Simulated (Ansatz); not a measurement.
# Mg (P6_3/mmc, 2 atoms in the cell): from the cell to its phonons, part 2 of 2

How does Mg (P6_3/mmc, 2 atoms in the cell) vibrate, and is this structure a minimum?

Ansatz 0.2.0; DFT PBEsol, scalar-relativistic, plane waves, PAW; PAW set soft_1.

So far. Step 3 (Relaxing to small forces for the phonons): The forces vanish by symmetry and the pressure is 0.003 GPa, within the tolerances set. The cell now holds 22.49 Å³/atom. The relaxed cell has a = 3.191, c = 5.101 Å (conventional setting).

## 4. Linear response at the zone centre

The zone centre comes first: it holds the modes that light can see, as far as symmetry allows. No field response is asked, since the mesh shows no gap.

input.yaml reads:

```yaml
crystal:
  lattice:
    - [3.1908322506, 0.0, 0.0]
    - [-1.5954161253, 2.7633417882, 0.0]
    - [0.0, 0.0, 5.101070738]
  atoms:
    - { symbol: Mg, position: [0.3333333333, 0.6666666667, 0.25] }
    - { symbol: Mg, position: [0.6666666667, 0.3333333333, 0.75] }
kpoints:
  mp_grid: { grid: [15, 15, 8] }
hamiltonian:
  xc: pbesol
  pseudopotentials: { kind: paw, azcp: { folder: soft_1 }, xc_functional: pbe }
scf:
  occupations: { method: methfessel_paxton, width: 0.2 }
output:
  eigenvalues: true
phonons:
  method: dfpt
```

The run is started by

```console
> ansatz run input.yaml --threads 4 --pin off --max-ram 10240MiB --backend cpu --events-out ev --progress --plain --runs-dir out
```

Numbers of over 12 decimals in the logs are rounded to 6 here.

What it wrote:

```text
zone centre: on kpoints.mp_grid the ground state, and the responses unless they are solved on pairs of k-points, stand on 320 of the mesh's 1800 k-points, reduced under 4 symmetry operations, with k and −k counted as one. Each operation leaves every solved displacement unchanged or reverses it
[...]
Crystal: 2 atoms, lattice volume = 44.978 Å³
Basis set: ecut = 420 eV, 881 PW (Γ), exchange–correlation on 48×48×72 points (8 copies of the dense FFT grid, shifted against one another)
Bands: 14, of which v1, the nominal top of the filled ones, is band 10 counted from 1 (9 counted from 0)
Symmetry: 24 space group operations
k-points: 320 of 1800 (irreducible under 4 space group operations, time reversal used)
[...]
SCF iter   1: F=—  HF=-3824.135479 eV  |F-HF|=—  |Δ(HF+E_count)|=         —  Δρ=1.41e-2  dr2=1.17e-1  ethr=3.10e-3  ⟨swp⟩=5.0  Hψ=22191  notcnv=0
[...]
SCF iter   7: F=-3824.104957 eV  HF=-3824.104957 eV  |F-HF|=5.46e-12  |Δ(HF+E_count)|=   1.74e-9  S|Δr|=    0.00e0  Δρ=1.09e-7  dr2=2.53e-12  ethr=1.00e-12  ⟨swp⟩=4.5  Hψ=22431  notcnv=0
SCF 1 converged in 7 iterations: F = -3824.104957 eV  dr2 = 2.53e-12
[...]
DFPT response loops at Γ: preconditioner auto → Kerker (q_TF=auto, 2.384 Å⁻¹) (partly filled bands, converged f_vac=0.000); β = 1.00, the filter's whole step (`scf.mixing.beta` (0.50) is not read by the response loops under this deck's `scf.mixing.preconditioner`; to damp them name `kerker` or `kerker_dos`, under which they read `scf.mixing.beta`, and type it under 1.00, their step now; both keys bind the ground state too); Broyden in place of MSR1
SCF converged after 7 iterations
[...]
Free energy (F): -3824.104957 eV
[...]
Internal energy: -3824.103239 eV  (E = F + TS)
E sigma→0 (E₀):  -3824.104527 eV
Entropy (-TS):   -0.001718 eV (-0.859 meV/atom)
Fermi energy:    5.725744 eV
[...]
--- Band table (eV; the first three rows and the last of 320) ---
  k-point 0: bands = [... 6 lower, -36.8119, -36.8119, -1.2830, 4.1010, 4.6377, 16.6092, 16.6092, 16.7311]
  k-point 1: bands = [... 6 lower, -36.8122, -36.8122, -1.1921, 3.0479, 5.8462, 16.6805, 16.6805, 16.7915]
  k-point 2: bands = [... 6 lower, -36.8128, -36.8128, -0.9201, 1.9253, 7.4349, 15.1231, 16.8859, 16.8859]
  k-point 319: bands = [... 6 lower, -36.8190, -36.8190, 3.2962, 3.2962, 8.1825, 8.1825, 9.6610, 9.6610]
--- Phonons (Γ-DFPT): 2 representative perturbations + reference, on 320 of 1800 k-points (Σ response iterations 6) ---
  k mesh reduced under 4 symmetry operations, with k and −k counted as one. Each operation leaves every solved displacement unchanged or reverses it
  ASR residual: 9.496e-5 → 0.000e0 eV/Å²; symmetrization residual: 8.014e-13 eV/Å²
  ASR residual per site (eV/Å²): 9.50e-5 9.50e-5
  Γ frequencies (cm⁻¹): 0.00 0.00 0.00 131.02 131.02 256.27
  non-analytic LO–TO correction: not included (Born effective charges unavailable; polar crystals: no LO–TO splitting at Γ)
```

It took 11 s on 4 threads of Arm Neoverse V1, shared host; peak memory 0.7 GiB; 41 s of CPU time.

This step gave:

```
sum-rule residual before enforcement                    : 9.50e-5 eV/Å²
point group                                             : 6/mmm
highest optical mode at the zone centre (no LO-TO term) : 256.3 cm⁻¹
lowest optical zone-centre mode                         : 131.0 cm⁻¹
```

Patterns of degenerate modes are one choice out of their space. Modes at Γ:

```tsv
mode	frequency (cm⁻¹)	symmetry
1	0.0	acoustic
2	0.0	acoustic
3	0.0	acoustic
4	131.0	E2g
5	131.0	E2g
6	256.3	B1g
```

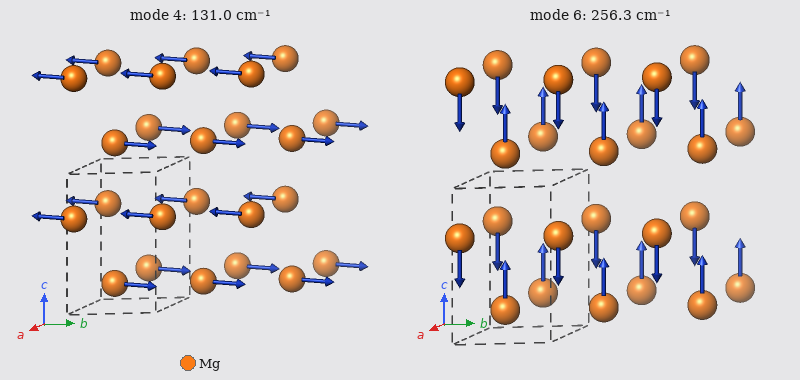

Displacement patterns of modes 4 and 6 at Γ; arrows are exaggerated. 2×3×2 cells are drawn.

Before it was imposed, the acoustic sum rule was missed by 9.5e-5 eV/Å². Small misses are needed for a sound result but don't prove that mesh and cutoff are converged. The lowest optical mode is real, 131 cm⁻¹.

## 5. Phonons on a q mesh

Stability and thermal properties need the whole zone. Linear response on a 3×3×2 q mesh gives force constants as far as a supercell of that size would.

Changes to input.yaml since step 4:

```diff
@@ -19 +19,9 @@
   method: dfpt
+  qmesh: [3, 3, 2]
+  temperatures: { t_max: 1000, t_step: 50 }
+  qpath:
+    path:
+      - [[0.0, 0.0, 0.0], [0.5, 0.0, 0.0], [0.33333333, 0.33333333, 0.0], [0.0, 0.0, 0.0], [0.0, 0.0, 0.5], [0.5, 0.0, 0.5], [0.33333333, 0.33333333, 0.5], [0.0, 0.0, 0.5]]
+      - [[0.5, 0.0, 0.5], [0.5, 0.0, 0.0]]
+      - [[0.33333333, 0.33333333, 0.5], [0.33333333, 0.33333333, 0.0]]
+    npoints: 10
```

What it wrote:

```text
[...]
Crystal: 2 atoms, lattice volume = 44.978 Å³
Basis set: ecut = 420 eV, 881 PW (Γ), exchange–correlation on 48×48×72 points (8 copies of the dense FFT grid, shifted against one another)
Bands: 14, of which v1, the nominal top of the filled ones, is band 10 counted from 1 (9 counted from 0)
Symmetry: 24 space group operations
k-points: 135 of 1800
[...]
SCF iter   1: F=—  HF=-3824.135470 eV  |F-HF|=—  |Δ(HF+E_count)|=         —  Δρ=1.41e-2  dr2=1.17e-1  ethr=3.10e-3  ⟨swp⟩=5.0  Hψ=9398  notcnv=0
[...]
SCF iter   7: F=-3824.104957 eV  HF=-3824.104957 eV  |F-HF|=5.00e-12  |Δ(HF+E_count)|=   1.75e-9  S|Δr|=    0.00e0  Δρ=1.04e-7  dr2=2.32e-12  ethr=1.00e-12  ⟨swp⟩=4.5  Hψ=9543  notcnv=0
SCF 1 converged in 7 iterations: F = -3824.104957 eV  dr2 = 2.32e-12
[...]
NSCF: frozen V_eff on 135 k-points
[...]
DFPT response loops at q = (0, 0, 0) (fractional): preconditioner auto → Kerker (q_TF=auto, 2.384 Å⁻¹) (partly filled bands, converged f_vac=0.000); β = 1.00, the filter's whole step (`scf.mixing.beta` (0.50) is not read by the response loops under this deck's `scf.mixing.preconditioner`; to damp them name `kerker` or `kerker_dos`, under which they read `scf.mixing.beta`, and type it under 1.00, their step now; both keys bind the ground state too); Broyden in place of MSR1
[...]
SCF converged after 7 iterations
[...]
Free energy (F): -3824.104957 eV
[...]
Internal energy: -3824.103239 eV  (E = F + TS)
E sigma→0 (E₀):  -3824.104527 eV
Entropy (-TS):   -0.001718 eV (-0.859 meV/atom)
Fermi energy:    5.725744 eV
[...]
--- Band table (eV; the first three rows and the last of 135) ---
  k-point 0: bands = [... 6 lower, -36.8119, -36.8119, -1.2830, 4.1010, 4.6377, 16.6092, 16.6092, 16.7311]
  k-point 1: bands = [... 6 lower, -36.8122, -36.8122, -1.1921, 3.0479, 5.8462, 16.6805, 16.6805, 16.7915]
  k-point 2: bands = [... 6 lower, -36.8128, -36.8128, -0.9201, 1.9253, 7.4349, 15.1231, 16.8859, 16.8859]
  k-point 134: bands = [... 6 lower, -36.8187, -36.8187, 5.8921, 5.8921, 6.3739, 6.3739, 7.2776, 7.2776]
--- Phonons (Γ-DFPT): 2 representative perturbations + reference (Σ response iterations 6) ---
  ASR residual: 9.341e-5 → 0.000e0 eV/Å²; symmetrization residual: 6.475e-12 eV/Å²
  ASR residual per site (eV/Å²): 9.34e-5 9.34e-5
  Γ frequencies (cm⁻¹): 0.00 0.00 0.00 131.02 131.02 256.27
--- Phonons (arbitrary-q DFPT): 6 irreducible q on the 3×3×2 mesh ---
  q = [0.0000, 0.0000, 0.0000] (star 1, of the zone-centre solve; hermiticity 3.87e-14, symmetrization 2.21e-12): 0.00 0.00 0.00 131.02 131.02 256.27
  q = [0.0000, 0.0000, -0.5000] (star 1, 2 solved perturbations in 455 linear systems a pass and spin channel, the states on 320 of 1800 k-point pairs; hermiticity 1.59e-12, symmetrization 8.07e-9): 97.94 97.94 97.94 97.94 184.90 184.90
  q = [0.0000, 0.3333, 0.0000] (star 6, 3 solved perturbations on 600 of 1800 k-point pairs; hermiticity 2.26e-7, symmetrization 2.27e-13): 104.72 116.11 175.10 193.22 216.43 228.25
[...]
sum rule: each row above includes the acoustic sum rule's correction from the zone centre's row sums; it moved no ω² by more than (1.02 cm⁻¹)²
  mesh force constants: q→R imaginary residual 0.00e0; ASR residual 9.341e-5 → 0.000e0 eV/Å²; symmetrization residual 3.553e-15 eV/Å²
  interpolated dispersion: 93 rows × 6 modes
  density of states and harmonic sums: on the 24×24×12 q-mesh, interpolated from the force constants of a 3×3×2 supercell (no non-analytic term)
  largest difference from the sums on the solved wave vectors: F 3.58e-2 eV, S 5.01e-5 and C_V 1.43e-5 eV/K
  zero-point energy: 0.064150 eV/cell   skipped modes (ω ≤ 0): 3   left out of the sums: 7.23e-5 of the cell's modes: C_V's classical limit lies that fraction below 3 k_B per atom; for a crystal, a wire or a layer, F and S can be off by more, and a phonons.interpolated_qmesh denser along its periods is the remedy for the sampling
```

The job ended after 74 s (4 threads; peak memory 1 GiB; 4.8 min of CPU time).

Numbers from this step:

| Property | Result |
| --- | --- |
| sum-rule residual before enforcement | 9.34e-5 eV/Å² |
| lowest frequency on the path | 0 cm⁻¹ |
| highest frequency on the path or at a solved wavevector | 256.3 cm⁻¹ |
| mean frequency | 172.5 cm⁻¹ |
| Debye temperature (second moment) | 332 K |
| logarithmic mean frequency | 165 cm⁻¹ |
| lowest mode on the q mesh (acoustic modes at Γ apart) | 97.94 cm⁻¹ |
| zero-point energy per atom | 32.07 meV |
| heat capacity at 300 K | 23.48 J/(mol atoms K) |
| vibrational entropy at 300 K | 31.52 J/(mol atoms K) |

Frequencies (cm⁻¹) solved at each irreducible wavevector; negative means imaginary. Frequencies by wavevector, by row:

```tsv
q in reciprocal lattice units	star	mode 1	mode 2	mode 3	mode 4	mode 5	mode 6
0 0 0	1	0	0	0	131	131	256.3
0 0 -0.5	1	97.9	97.9	97.9	97.9	184.9	184.9
0 0.3333 0	6	104.7	116.1	175.1	193.2	216.4	228.2
0 0.3333 -0.5	6	142.2	142.2	154.7	154.7	231.4	231.4
0.3333 0.3333 0	2	177.5	177.5	187.1	194.5	194.5	228.5
0.3333 0.3333 -0.5	2	137.9	137.9	208.9	208.9	236.2	236.2
```

Interpolated from a 3×3×2 q mesh. Phonon branches along the path, in cm⁻¹:

```tsv
point	branch 1	branch 2	branch 3	branch 4	branch 5	branch 6
Γ	0	0	0	131	131	256
M	117	143	187	210	223	236
K	178	178	187	194	194	228
Γ	0	0	0	131	131	256
A	98	98	98	98	185	185
L	154	154	160	160	251	251
H	138	138	209	209	236	236
A	98	98	98	98	185	185
jump to L	154	154	160	160	251	251
M	117	143	187	210	223	236
jump to H	138	138	209	209	236	236
K	178	178	187	194	194	228
```

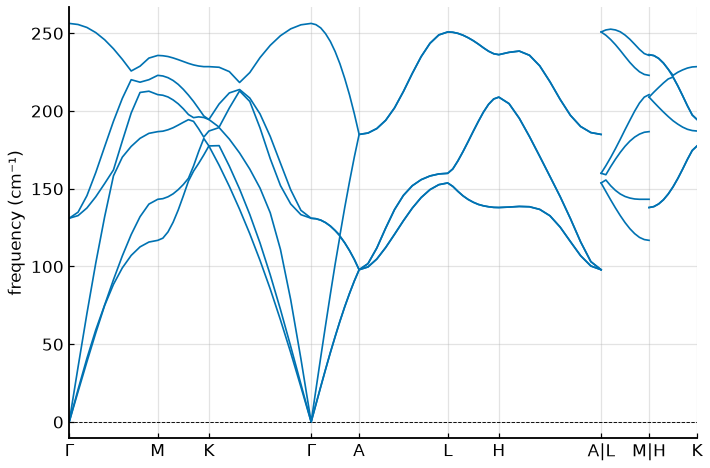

Phonon branches along the path.

The phonon density of states has structure finer than the step of the table below, so its rows give means over 20 cm⁻¹, whole bins alone (the curve runs from 1 to 257 cm⁻¹). Peaks (cm⁻¹: height): 137.0: 0.0582, 185.0: 0.0457, 235.0: 0.0745.

Tetrahedra on a 24×24×12 mesh, mean over bins of 2 cm-1. Interpolated from a 3×3×2 q mesh. Phonon density of states against wavenumber; means over each step:

```tsv
wavenumber (cm⁻¹)	phonon density of states (1/cm⁻¹/cell)
20	2.9e-4
40	0.00134
60	0.00333
80	0.00692
100	0.0139
120	0.0312
140	0.0512
160	0.0380
180	0.0410
200	0.0323
220	0.0322
240	0.0465
```

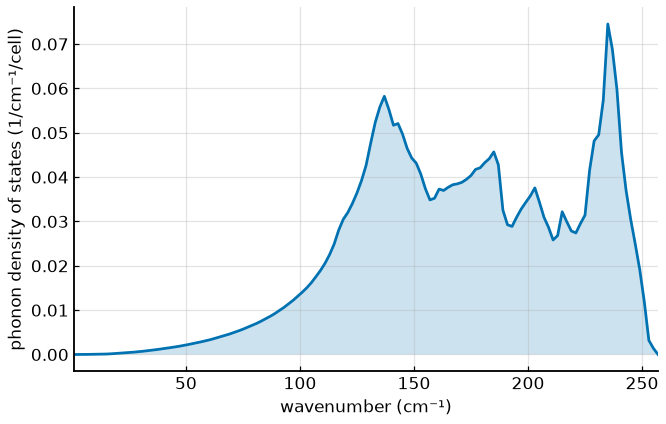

Phonon density of states against wavenumber.

Second derivatives of the energy by pair, one row for each kind of neighbour of each atom listed. Each entry sums the pair over the periodic images of the supercell that the q mesh stands for, and in a polar crystal it holds the long-range dipole part too. Force constants by pair, by row:

```tsv
atom	neighbour	distance (Å)	third of the trace (eV/Å²)	along the pair's line (eV/Å²)
Mg1	itself	0	2.858	–
Mg1	Mg	3.146	-0.2472	-0.777
Mg1	Mg	3.191	-0.2119	-0.6358
Mg1	Mg	4.481	0.0108	0.0206
Mg1	Mg	5.101	-0.0442	-0.1383
Mg1	Mg	5.501	-0.0118	-0.0183
Mg1	Mg	5.527	-0.0234	-0.0267
Mg1	Mg	6.017	0.0036	0.0113
Mg2	itself	0	2.858	–
Mg2	Mg	3.146	-0.2472	-0.777
Mg2	Mg	3.191	-0.2119	-0.6358
Mg2	Mg	4.481	0.0108	0.0206
Mg2	Mg	5.101	-0.0442	-0.1383
Mg2	Mg	5.501	-0.0118	-0.0183
Mg2	Mg	5.527	-0.0234	-0.0267
Mg2	Mg	6.017	0.0036	0.0113
```

Harmonic thermodynamic functions per atom, from the density of states. Interpolated from a 3×3×2 q mesh. Thermodynamic functions, by row:

```tsv
T (K)	F_vib (meV/atom)	S (J/mol-atom/K)	C_V (J/mol-atom/K)
0	32.07	0	0
50	31.83	1.948	5.502
100	29.05	9.114	15.31
200	12.37	22.3	21.83
300	-15.79	31.52	23.48
400	-52.17	38.38	24.1
500	-94.85	43.79	24.4
600	-142.6	48.26	24.56
700	-194.7	52.05	24.66
800	-250.3	55.35	24.73
900	-309.2	58.26	24.77
1000	-371	60.88	24.8
```

Harmonic mean-square displacement, third of the trace. Interpolated from a 3×3×2 q mesh. Mean square displacements, by row:

```tsv
T (K)	Mg1 U_eq (Å²)	Mg2 U_eq (Å²)
0	0.00445	0.00445
100	0.00622	0.00622
300	0.01468	0.01468
600	0.02855	0.02855
```

Symmetry leaves 6 wavevectors to solve. The lowest mode among them, the acoustic zeros apart, lies at q = (0, 0, -0.5) and is real, 97.9 cm⁻¹.

## 6. Another isotope

An isotope changes the mass and not the force constants, so no new electronic calculation is needed; the shifts show which modes move this element.

The same force constants with the mass of Mg changed from 24.305 to 25.983 u (phonopy, no LO-TO term). Both lists are sorted by frequency. Modes under 3 cm⁻¹ are left out. Isotope shifts, by row:

```tsv
q	rank	natural mass (cm⁻¹)	changed mass (cm⁻¹)
0 0 0	4	131	126.7
0 0 0	5	131	126.7
0 0 0	6	256.3	247.9
0 0 -0.5	1	97.94	94.72
0 0 -0.5	2	97.94	94.72
0 0 -0.5	3	97.94	94.72
0 0 -0.5	4	97.94	94.72
0 0 -0.5	5	184.9	178.8
0 0 -0.5	6	184.9	178.8
0 0.3333 0	1	104.7	101.3
0 0.3333 0	2	116.1	112.3
0 0.3333 0	3	175.1	169.3
0 0.3333 0	4	193.2	186.9
0 0.3333 0	5	216.4	209.3
0 0.3333 0	6	228.2	220.8
0 0.3333 -0.5	1	142.2	137.5
0 0.3333 -0.5	2	142.2	137.5
0 0.3333 -0.5	3	154.7	149.7
0 0.3333 -0.5	4	154.7	149.7
0 0.3333 -0.5	5	231.4	223.9
0 0.3333 -0.5	6	231.4	223.9
```

With one element every mode shifts by -3.28 %.

## 7. Results

```json
{"space group after relaxation (within 0.01 Å)": "P6_3/mmc", "volume per atom": "22.5 Å³", "electronic character": "no gap on this mesh", "highest optical mode at the zone centre (no LO-TO term)": "256 cm⁻¹", "lowest optical zone-centre mode": "131 cm⁻¹", "lowest mode on the q mesh (acoustic modes at Γ apart)": "97.9 cm⁻¹", "highest frequency on the path or at a solved wavevector": "256 cm⁻¹", "zero-point energy per atom": "32.1 meV", "heat capacity at 300 K": "23.5 J/(mol atoms K)", "vibrational entropy at 300 K": "31.5 J/(mol atoms K)", "Debye temperature (second moment)": "332 K", "imaginary modes on the 3×3×2 q mesh": "none"}
```

The structure is a minimum as far as tested: no mode is imaginary at the 6 irreducible wavevectors of the 3×3×2 mesh, and the softest away from the acoustic zeros lies at 98 cm⁻¹. The optical modes at Γ span 131 to 256 cm⁻¹. With no gap, or one that is small against the smearing, the frequencies hang on the k mesh and the smearing, most of all near Kohn anomalies. The PAW files were made for PBE and serve the other functionals too. These are harmonic frequencies at zero temperature: anharmonic shifts, linewidths and thermal expansion are left out.

[Logs are printed without paths, hosts, clocks, repeated set-up lines and the standing remarks that a program may print on its own settings, such as how far it seeks lower states.]

[Hosts, paths, dates, database ids (printed as entryN), source tags and the programs' standing remarks are cut or masked in the printed files.]
